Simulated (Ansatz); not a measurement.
# GeH6O2 (built from SMILES OO.[GeH4]): a reaction path by the nudged elastic band

Aim: the minimum-energy path between two given structures and its highest point. Both ends were relaxed at PBE0-D4 in triple zeta.

The runs use Ansatz 0.2.0, Gaussian basis; PBE0-D4/def2-SVP.

22 further runs of the same task are left out: 22 set aside as unsound or not needed.

## 1. Where the work starts

The first end: 9 atoms, charge 0, spin multiplicity 1.

Atoms are counted from 1 here; the program's logs count them from 0.

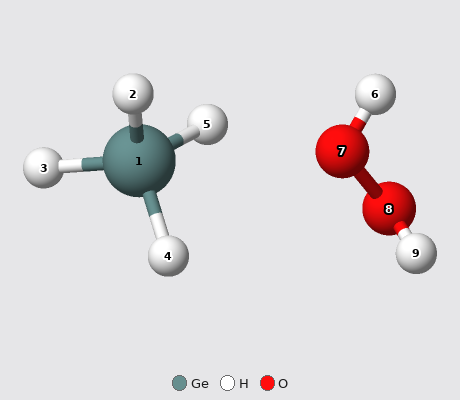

Start geometry, drawn with germanium teal, hydrogen white, oxygen red; atoms are numbered from 1 in the order of the file.

Geometry (Å):

| atom | x (Å) | y (Å) | z (Å) |
| --- | --- | --- | --- |
| Ge1 | 0.04712 | 0.66440 | 1.48081 |
| H2 | 1.14061 | -0.38520 | 1.71969 |
| H3 | -0.13280 | 1.48318 | 2.77237 |
| H4 | -1.27908 | -0.02124 | 1.13797 |
| H5 | 0.46640 | 1.61241 | 0.35155 |
| H6 | 1.16040 | -0.93830 | -1.76606 |
| O7 | 0.34344 | -1.06489 | -1.26822 |
| O8 | -0.58049 | -0.32348 | -2.06056 |
| H9 | -1.16560 | -1.02679 | -2.36746 |

The second end:

```
Ge   -0.7782    0.6108    0.7433
H     3.0281   -0.5328    0.1470
H    -0.4387    0.1263    2.1583
H    -2.2850    0.8269    0.5387
H     0.0292    1.8462    0.3296
H     2.3286   -0.7081   -0.0509
O    -0.2648   -0.7861   -0.2876
O    -0.5078   -0.3475   -1.6366
H    -1.1113   -1.0356   -1.9419
```

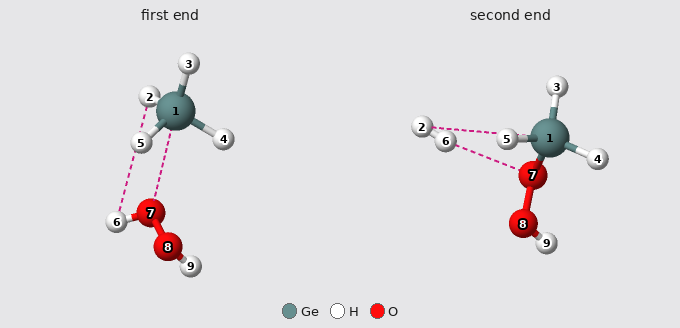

The two ends; dashed lines mark the contacts followed along the path.

## 2. The band at PBE0-D4/def2-SVP

neb/in.yaml

```yaml
crystal:
  periodic: [false, false, false]
  atoms:
    - {symbol: Ge, position_ang: [0.047116, 0.664403, 1.480811]}
    - {symbol: H, position_ang: [1.140610, -0.385195, 1.719694]}
    - {symbol: H, position_ang: [-0.132798, 1.483179, 2.772374]}
    - {symbol: H, position_ang: [-1.279082, -0.021242, 1.137966]}
    - {symbol: H, position_ang: [0.466400, 1.612415, 0.351553]}
    - {symbol: H, position_ang: [1.160403, -0.938296, -1.766064]}
    - {symbol: O, position_ang: [0.343444, -1.064893, -1.268221]}
    - {symbol: O, position_ang: [-0.580487, -0.323481, -2.060558]}
    - {symbol: H, position_ang: [-1.165604, -1.026789, -2.367456]}
basis:
  gaussian: {orbitals: def2-SVP}
hamiltonian: {xc: pbe0, dispersion: d4}
neb:
  images: 5
  climbing: true
  max_iterations: 40
  initial_path: idpp
  final_atoms:
    - {symbol: Ge, position_ang: [-0.778190, 0.610761, 0.743348]}
    - {symbol: H, position_ang: [3.028060, -0.532773, 0.147040]}
    - {symbol: H, position_ang: [-0.438731, 0.126262, 2.158257]}
    - {symbol: H, position_ang: [-2.285014, 0.826912, 0.538716]}
    - {symbol: H, position_ang: [0.029210, 1.846155, 0.329648]}
    - {symbol: H, position_ang: [2.328573, -0.708059, -0.050877]}
    - {symbol: O, position_ang: [-0.264781, -0.786057, -0.287573]}
    - {symbol: O, position_ang: [-0.507797, -0.347541, -1.636570]}
    - {symbol: H, position_ang: [-1.111331, -1.035558, -1.941889]}
```

Started as:

```
ansatz run in.yaml --threads 4 --pin off --events-out ev --progress --plain --max-ram 9574MiB
```

What it wrote:

```text
Functional definition: PBE0
  name "PBE0"
  cite "Adamo & Barone, J. Chem. Phys. 110, 6158 (1999) doi:10.1063/1.478522"
  cite "Perdew, Burke & Ernzerhof, Phys. Rev. Lett. 77, 3865 (1996) doi:10.1103/PhysRevLett.77.3865"
  parent pbe
  parameter a = 0.25
  parameter kappa = 0.804
  parameter beta = 0.06672455060314922
  exchange = (1 - a)*pbe_x(kappa = kappa, mu = beta*pi^2/3) + a*exact_x
  correlation = pbe_c(beta = beta)
968 factors; integrals over basis functions are off by at most 3.1e-4 eV
mean field evaluation 1: about -60682.8391 eV, gradient 3.3e1 eV
mean field evaluation 2: about -60682.9294 eV, gradient 3.3e1 eV
mean field evaluation 4: about -60684.7155 eV, gradient 3.2e-1 eV
mean field evaluation 8: about -60684.7331 eV, gradient 4.4e-2 eV
mean field -60684.73314841 eV, -2230.1228096146 hartree, gradient 4.2e-5 eV, S^2 0.000000; 0 other end points of the search recorded, 0 dependent functions left out
the calculation of the forces begins
reference -60684.73317499 eV, -2230.1228105914 hartree; 27, 27 occupied and 63, 63 virtual orbitals, 968 factors
[... from here to the last solve, the lines of the solves are left out (164 solves) ...]
WARN: NEB end point (image 0): max|allowed force component| = 2.801e-1 eV/Å (the criterion of neb.relax_end_points is 1.000e-2). That is over neb.f_tol: it is no minimum, so the barrier can be far off. Relax it first
WARN: NEB end point (image 6): max|allowed force component| = 4.818e-1 eV/Å (the criterion of neb.relax_end_points is 1.000e-2). That is over neb.f_tol: it is no minimum, so the barrier can be far off. Relax it first
NEB iter   1: max|band force component| = 4.245e0 eV/Å  barrier→ = 6.6137 eV  barrier← = 6.4758 eV  Δτ_max = 0.2000 Å  (183 SCF iters)
NEB iter   2: max|band force component| = 4.123e0 eV/Å  barrier→ = 5.0821 eV  barrier← = 4.9442 eV  Δτ_max = 0.2000 Å  (169 SCF iters)
NEB iter   3: max|band force component| = 1.170e1 eV/Å  barrier→ = 3.7241 eV  barrier← = 3.5862 eV  Δτ_max = 0.1010 Å  (153 SCF iters)
NEB iter   4: max|band force component| = 6.292e0 eV/Å  barrier→ = 3.1286 eV  barrier← = 2.9908 eV  Δτ_max = 0.2000 Å  (145 SCF iters)
NEB iter   5: max|band force component| = 2.912e0 eV/Å  barrier→ = 2.4541 eV  barrier← = 2.3163 eV  Δτ_max = 0.2000 Å  (141 SCF iters)
NEB iter   6: max|band force component| = 1.204e0 eV/Å  barrier→ = 2.0883 eV  barrier← = 1.9504 eV  Δτ_max = 0.2000 Å  (141 SCF iters)
NEB iter   7: max|band force component| = 8.266e-1 eV/Å  barrier→ = 1.8864 eV  barrier← = 1.7485 eV  Δτ_max = 0.2000 Å  (138 SCF iters)
NEB iter   8: max|band force component| = 7.465e-1 eV/Å  barrier→ = 1.8481 eV  barrier← = 1.7102 eV  Δτ_max = 0.1989 Å  (141 SCF iters)
NEB iter   9: max|band force component| = 6.441e-1 eV/Å  barrier→ = 1.7399 eV  barrier← = 1.6020 eV  Δτ_max = 0.1058 Å  (132 SCF iters)
NEB iter  10: max|band force component| = 9.623e-1 eV/Å  barrier→ = 1.6062 eV  barrier← = 1.4683 eV  Δτ_max = 0.0525 Å  (128 SCF iters)
NEB iter  11: max|band force component| = 5.903e-1 eV/Å  barrier→ = 1.5252 eV  barrier← = 1.3874 eV  Δτ_max = 0.0526 Å  (127 SCF iters)
NEB iter  12: max|band force component| = 5.171e-1 eV/Å  barrier→ = 1.4759 eV  barrier← = 1.3380 eV  Δτ_max = 0.0526 Å  (119 SCF iters)
NEB iter  13: max|band force component| = 8.840e-1 eV/Å  barrier→ = 1.4172 eV  barrier← = 1.2793 eV  CI = image 3  Δτ_max = 0.0520 Å  (124 SCF iters)
NEB iter  14: max|band force component| = 6.841e-1 eV/Å  barrier→ = 1.4513 eV  barrier← = 1.3134 eV  CI = image 3  Δτ_max = 0.1012 Å  (127 SCF iters)
NEB iter  15: max|band force component| = 7.434e-1 eV/Å  barrier→ = 1.4805 eV  barrier← = 1.3426 eV  CI = image 3  Δτ_max = 0.1065 Å  (129 SCF iters)
NEB iter  16: max|band force component| = 7.467e-1 eV/Å  barrier→ = 1.6666 eV  barrier← = 1.5287 eV  CI = image 3  Δτ_max = 0.1048 Å  (133 SCF iters)
NEB iter  17: max|band force component| = 1.097e0 eV/Å  barrier→ = 1.8775 eV  barrier← = 1.7396 eV  CI = image 3  Δτ_max = 0.1061 Å  (137 SCF iters)
NEB iter  18: max|band force component| = 1.767e0 eV/Å  barrier→ = 1.9865 eV  barrier← = 1.8486 eV  CI = image 3  Δτ_max = 0.0523 Å  (136 SCF iters)
NEB iter  19: max|band force component| = 1.433e0 eV/Å  barrier→ = 1.9321 eV  barrier← = 1.7943 eV  CI = image 3  Δτ_max = 0.1041 Å  (120 SCF iters)
NEB iter  20: max|band force component| = 8.319e-1 eV/Å  barrier→ = 1.8588 eV  barrier← = 1.7209 eV  CI = image 3  Δτ_max = 0.1496 Å  (132 SCF iters)
NEB iter  21: max|band force component| = 2.285e-1 eV/Å  barrier→ = 1.8240 eV  barrier← = 1.6861 eV  CI = image 3  Δτ_max = 0.1230 Å  (136 SCF iters)
NEB iter  22: max|band force component| = 3.282e-1 eV/Å  barrier→ = 1.8519 eV  barrier← = 1.7140 eV  CI = image 3  Δτ_max = 0.0600 Å  (135 SCF iters)
NEB iter  23: max|band force component| = 1.440e-1 eV/Å  barrier→ = 1.8183 eV  barrier← = 1.6804 eV  CI = image 3  Δτ_max = 0.0427 Å  (121 SCF iters)
NEB iter  24: max|band force component| = 7.886e-2 eV/Å  barrier→ = 1.8147 eV  barrier← = 1.6768 eV  CI = image 3  Δτ_max = 0.0321 Å  (120 SCF iters)
965 factors; integrals over basis functions are off by at most 3.6e-4 eV
mean field -60684.58216306 eV, -2230.1172610054 hartree, gradient 3.1e-6 eV, S^2 0.000000; 0 other end points of the search recorded, 0 dependent functions left out
the calculation of the forces begins
reference -60684.58218893 eV, -2230.1172619559 hartree; 27, 27 occupied and 63, 63 virtual orbitals, 965 factors
NEB iter  25: max|band force component| = 3.986e-2 eV/Å  barrier→ = 1.8140 eV  barrier← = 1.6761 eV  CI = image 3  CI's point: of a kind that is not told: the force calls were inconclusive, a negative curvature could not be distinguished from the path's own, the only one lies far off the path, or fixed occupations may fill a level only in part  Δτ_max = 0.0000 Å  (958 SCF iters)
Total energy: -60683.00412990 eV, -2230.0592693562 hartree
Atom 0 at    -0.149065     0.768837     0.762076 Å, force     0.001200     0.015920     0.007880 eV/Å
Atom 1 at     1.558160    -0.040154     0.597345 Å, force    -0.012851    -0.019462    -0.014560 eV/Å
Atom 2 at    -0.009054     0.658696     2.295892 Å, force    -0.003295     0.004543     0.005590 eV/Å
Atom 3 at    -1.666369     0.693733     0.458481 Å, force     0.002841    -0.002682     0.002587 eV/Å
Atom 4 at     0.406310     2.082574     0.190923 Å, force    -0.003080    -0.003113    -0.002169 eV/Å
Atom 5 at     1.199271    -0.573223    -0.253830 Å, force     0.028548     0.022574     0.023304 eV/Å
Atom 6 at     0.092503    -0.788285    -0.541719 Å, force    -0.010593    -0.018237    -0.037076 eV/Å
Atom 7 at    -0.520515    -0.961062    -1.806429 Å, force     0.003460    -0.001230     0.017877 eV/Å
Atom 8 at    -0.911240    -1.841015    -1.702640 Å, force    -0.006229     0.001687    -0.003433 eV/Å
Dipole moment:    -0.136333    -0.247555    -0.033655 e Å
```

Run time: 2.6 min. Hardware: 4 threads of Arm Neoverse V1, shared host.

The last band:

| image | path (Å) | energy (kJ/mol) | Ge1–O7 (Å) | H2–H6 (Å) | Ge1–H2 (Å) | H6–O7 (Å) |
| --- | --- | --- | --- | --- | --- | --- |
| 0 | 0.00 | 0.0 | 3.26 | 3.53 | 1.53 | 0.97 |
| 1 | 1.17 | 1.7 | 3.07 | 2.73 | 1.54 | 0.97 |
| 2 | 2.35 | 36.6 | 2.62 | 1.90 | 1.56 | 0.97 |
| 3 | 3.52 | 175.0 | 2.05 | 1.07 | 1.90 | 1.16 |
| 4 | 4.44 | 55.4 | 1.85 | 0.77 | 2.50 | 1.77 |
| 5 | 5.37 | 14.9 | 1.82 | 0.76 | 3.26 | 2.32 |
| 6 | 6.30 | 13.3 | 1.81 | 0.75 | 4.02 | 2.61 |

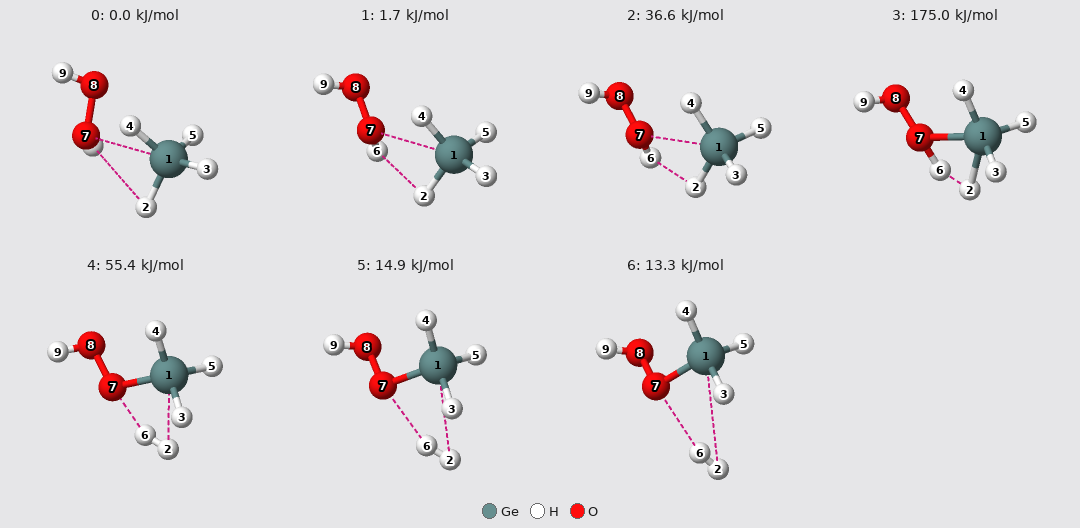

The images of the last band.

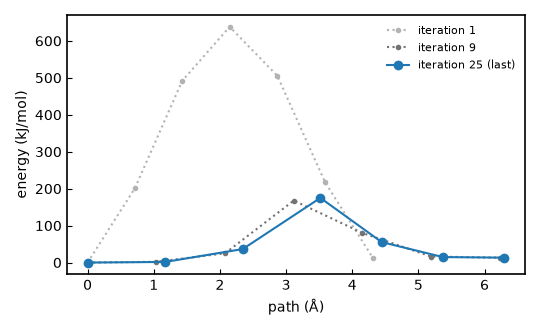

Energy along the path.

The highest image, 3:

```
Ge   -0.1491    0.7688    0.7621
H     1.5582   -0.0402    0.5973
H    -0.0091    0.6587    2.2959
H    -1.6664    0.6937    0.4585
H     0.4063    2.0826    0.1909
H     1.1993   -0.5732   -0.2538
O     0.0925   -0.7883   -0.5417
O    -0.5205   -0.9611   -1.8064
H    -0.9112   -1.8410   -1.7026
```

## 3. Outcome

| quantity | value |
| --- | --- |
| PBE0-D4/def2-SVP, 25 iterations | highest 175.0 kJ/mol (image 3), last end +13.3 kJ/mol |
| from earlier runs: barrier over the separately found saddle, CCSD(T)/def2-TZVPP | 201.4 kJ/mol |

In words: The highest image lies 175.0 kJ/mol above the first end, and it climbed, so it estimates the saddle. The ends are not quite minima at this level (largest force component 0.48 eV/Å), so the heights are unreliable: relaxing the first end would lower it and raise the barrier above it. The highest image is 26.4 kJ/mol below the CCSD(T) barrier in triple zeta, which comes from separate runs on the saddle.
